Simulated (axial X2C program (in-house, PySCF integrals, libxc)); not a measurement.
**SbF⁺: properties at the nuclei**

Aim: properties at the nuclei of SbF⁺, with spin–orbit coupling in the Hamiltonian from the start.

Method: two-component X2C with atomic mean-field terms, Sb dyall-acv3z, F dyall-av3z; program: an in-house X2C program for linear molecules on PySCF integrals.

All values are calculated.

## (1) The job

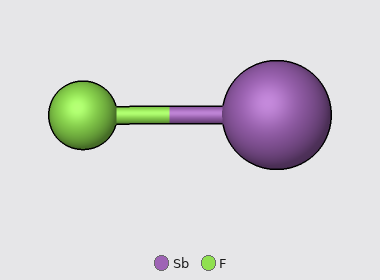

The two atoms at 2.040 Å (antimony purple, fluorine green).

task.json reads:

```json
{"zs": [51, 9], "q": 1, "bas": ["dyall-acv3z", "dyall-av3z"], "r0": 2.04, "levels": ["PBE0", "HF", "B3LYP"], "nst": 1, "ff": 1, "thr": -3.5, "nmax": 130, "opt": {"ecut": 60}}
```

Keys: zs atomic numbers; q charge; bas basis sets; r0 starting distance in Å; levels methods (HF also brings MP2); nst determinants followed; ff finite-field run; thr threshold in hartree for freezing inner shells (an s shell follows its p shell); nmax most natural virtual spinors; ecut virtual cutoff in hartree.

Launch:

```sh
$ python soeom.py task.json out
```

Nuclei are Gaussian, cores are contracted, and the Gaunt term is on.

## (2) Expectation values, lowest determinant

R = 1.852 Å. State: Ω = 1/2 (excess of +ω over −ω: ω = 1/2).

Output of the PBE0 run:

```text
two-component X2C + atomic mean field  PBE0
basis functions 194  fitting functions 986  grid points 5077
iter        total energy     max residual
   1      -6577.338127213     2.36e-05
   2      -6577.338127221     2.26e-05
   3      -6577.338127225     3.56e-06
   4      -6577.338127225     3.46e-06
converged
one-electron -9275.71069229  Coulomb 2752.86312592  exact exchange -44.76855664  xc functional -137.09125845  nuclear repulsion 131.15137139  atomic mean-field constant -3.78211715
```

The highest occupied spinor is 84% Sb p, 10% F p, 2% F d.

```tsv
level	Eeff magnitude (GV/cm)	Ws magnitude Sb (kHz)	A∥/gI Sb (MHz)	qzz Sb (a.u.)	A∥/gI F (MHz)	qzz F (a.u.)
PBE0	1.48	1.51	4030	-0.93	144	1.29
HF	0.515	0.433	3740	-1.28	78.4	1.39
B3LYP	1.91	2.01	3950	-0.78	149	1.23
```

Eeff is the effective electric field on the electron dipole moment in this Ω state and Ws the scalar–pseudoscalar constant (defined with the proton number Z and per Ω); A∥ is the parallel hyperfine constant, which follows by multiplying with the nuclear g factor gI = μI/(I μN); qzz is the electric field gradient, eQq0 = 234.96 MHz × Q/barn × qzz. The operators were transformed with the bare-nucleus X2C matrices.

## (3) Finite-field coupled cluster

Output:

```text
two-component X2C + atomic mean field  HF
basis functions 194  fitting functions 986  grid points 5077
iter        total energy     max residual
   1      -6574.552538699     3.75e-01
   2      -6574.580917802     7.15e-03
   3      -6574.582038771     4.87e-03
   4      -6574.582429895     1.45e-03
   5      -6574.582498784     6.68e-04
   6      -6574.582512509     3.85e-04
   7      -6574.582515802     1.95e-04
   8      -6574.582517126     8.63e-05
   9      -6574.582517458     4.27e-05
  10      -6574.582517539     9.75e-06
  11      -6574.582517547     4.51e-06
  12      -6574.582517547     2.97e-06
  13      -6574.582517548     1.26e-06
converged
one-electron -9274.61798778  Coulomb 2751.86490158  exact exchange -179.19868558  xc functional 0.00000000  nuclear repulsion 131.15137139  atomic mean-field constant -3.78211715
correlated 21  virtual 295  natural virtual 130  E(MP2) -0.825551486  MP2 remainder -0.037362496
iter   CCSD correlation   residual
   1     -0.730676965   1.51e-01
   2     -0.745853039   7.29e-02
   3     -0.750178934   2.25e-02
   4     -0.750239350   9.72e-03
   5     -0.750189785   3.36e-03
   6     -0.750230650   1.54e-03
   7     -0.750238148   5.20e-04
   8     -0.750232127   1.70e-04
   9     -0.750238889   6.39e-05
  10     -0.750236622   2.56e-05
  11     -0.750237040   1.04e-05
  12     -0.750236909   4.60e-06
  13     -0.750236842   2.18e-06
  14     -0.750236838   1.01e-06
(T) -0.022614491  T1 0.0236  D1 0.0502  max T2 0.065
```

T1 in the output is the amplitude norm over the root of the electron number; divide by √2 for the Lee–Taylor value.

21 electrons correlated in 130 natural virtual spinors, MP2 remainder added; T1 = 0.017.

```tsv
level	Eeff magnitude (GV/cm)	Ws magnitude Sb (kHz)	A∥/gI Sb (MHz)	qzz Sb (a.u.)	A∥/gI F (MHz)
HF	0.514	0.433	3740	-1.28	78.4
MP2	2.91	3.23	3950	-0.88	151
CCSD	2.23	2.43	3550	-1.03	122
CCSD(T)	2.33	2.55	3510	-0.95	133
```

## (4) Results

```
                       quantity                                    value
             lowest determinant  Ω = 1/2 (excess of +ω over −ω: ω = 1/2)
   Eeff magnitude (GV/cm), PBE0                                     1.48
    Ws magnitude Sb (kHz), PBE0                                     1.51
           A∥/gI Sb (MHz), PBE0                                     4030
            qzz Sb (a.u.), PBE0                                    -0.93
Eeff magnitude (GV/cm), CCSD(T)                                     2.33
 Ws magnitude Sb (kHz), CCSD(T)                                     2.55
        A∥/gI Sb (MHz), CCSD(T)                                     3510
         qzz Sb (a.u.), CCSD(T)                                    -0.95
```

In words: In the first state, the effective field runs from 0.515 to 1.91 GV/cm over the mean-field levels, so the levels don't agree on it. The expectation values come from single determinants, which for open shells can mix terms of unlike spin or miss the lowest Ω, so a determinant need not be a state. Eeff is the effective electric field on the electron dipole moment in this Ω state and Ws the scalar–pseudoscalar constant (defined with the proton number Z and per Ω); A∥ is the parallel hyperfine constant, which follows by multiplying with the nuclear g factor gI = μI/(I μN); qzz is the electric field gradient, eQq0 = 234.96 MHz × Q/barn × qzz. The operators were transformed with the bare-nucleus X2C matrices. Correlation of the inner shells is missing, which matters for properties at the nucleus.
